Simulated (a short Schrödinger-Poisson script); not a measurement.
Structure: MOS inversion layer, Si3N4 on p-type Si(111), at 300 K.

| layer | material | thickness (nm) | Na (cm⁻³) |
|---|---|---|---|
| 1 | Si3N4 | 2.4 | - |
| 2 | Si | 520 | 6.7e17 |

Constants are typed, rounded textbook-type inputs, not results; the design itself was drawn at random and stands for no fabricated device. Si3N4: permittivity 7.5, conduction-band edge (eV) 1.95, gap (eV) 5.1, electron mass (mₑ) 0.5. Si: permittivity 11.7, conduction-band edge (eV) 0, gap (eV) 1.124, Nv at 300 K (cm⁻³) 3.1e19.

Channel valleys (confinement mass, in-plane density-of-states mass, number): Δ6 0.258, 0.358, 6. At the gate the conduction-band edge of layer 1 lies 2.12 eV − eVg above the Fermi level of the channel; the field vanishes at the back. Gaps are held at their typed values at every temperature. Mesh 0.03 nm at interfaces.

Solved with a short Schrödinger-Poisson script written for these runs: 1D Poisson equation in equilibrium, electrons quantum, Hartree (BenDaniel-Duke, 12 states a valley, the channel's in-plane mass for all, wave functions ending at the dielectric), parabolic valleys, classical holes, full ionisation, no traps, pinning or gate leakage.

Only gate voltages with over 1e8 electrons/cm² are shown.

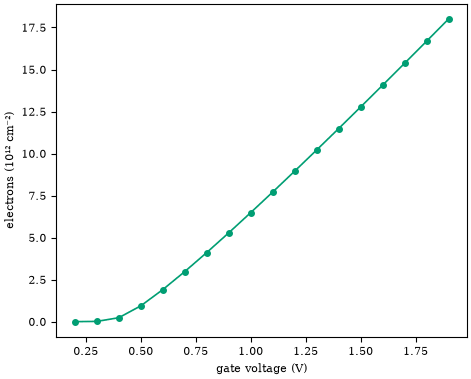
Sheet density against gate voltage

| Vg (V) | electrons (cm⁻²) | C (μF/cm²) | Δ6 E0 (meV) | Δ6 E1 (meV) |
|---|---|---|---|---|
| 0.2 | 5.48e8 | 0.234 | 275.9 | 381.0 |
| 0.3 | 1.49e10 | 0.289 | 190.4 | 299.5 |
| 0.4 | 2.33e11 | 0.884 | 119.1 | 232.4 |
| 0.5 | 9.40e11 | 1.45 | 82.6 | 200.5 |
| 0.6 | 1.90e12 | 1.67 | 63.8 | 186.3 |
| 0.7 | 2.98e12 | 1.78 | 51.6 | 178.6 |
| 0.8 | 4.11e12 | 1.85 | 42.6 | 173.9 |
| 0.9 | 5.28e12 | 1.90 | 35.4 | 171.0 |
| 1 | 6.49e12 | 1.94 | 29.4 | 169.0 |
| 1.1 | 7.71e12 | 1.98 | 24.2 | 167.7 |
| 1.2 | 8.95e12 | 2.00 | 19.6 | 166.9 |
| 1.3 | 1.02e13 | 2.03 | 15.4 | 166.4 |
| 1.4 | 1.15e13 | 2.05 | 11.6 | 166.2 |
| 1.5 | 1.28e13 | 2.06 | 8.1 | 166.1 |
| 1.6 | 1.41e13 | 2.08 | 4.8 | 166.3 |
| 1.7 | 1.54e13 | 2.09 | 1.7 | 166.5 |
| 1.8 | 1.67e13 | 2.11 | -1.3 | 166.8 |
| 1.9 | 1.80e13 | 2.12 | -4.1 | 167.2 |

Subbands count from the Fermi level.
